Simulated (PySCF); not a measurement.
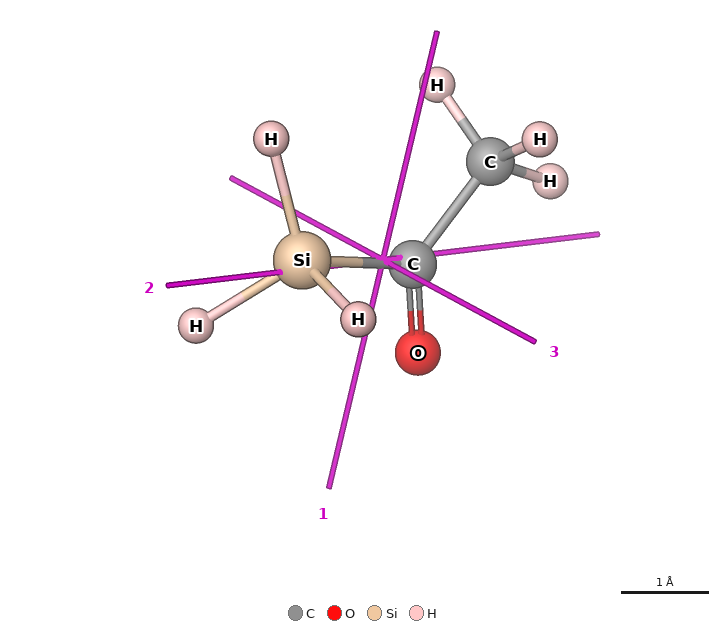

The three principal axes of inertia are drawn and numbered. Atoms fade into the background with distance from the viewer. The geometry was computed by an optimisation with PBE0-D3(BJ)/def2-SVP. No frequency run is at hand to confirm it as a minimum. Masses are those of the most abundant isotopes; constants are for the rigid equilibrium geometry.

Which line is the a axis (least moment of inertia), which b and which c?

Answer. a is line 2, b is line 1, c is line 3; the moments are 53.7, 122, 167 u Å².

What kind of rotor is it, and what are its rotational constants in cm⁻¹?

Answer. An asymmetric top (C1): A = 0.314, B = 0.138, C = 0.101 cm⁻¹. Ray's parameter κ is −0.65, nearer the prolate limit.
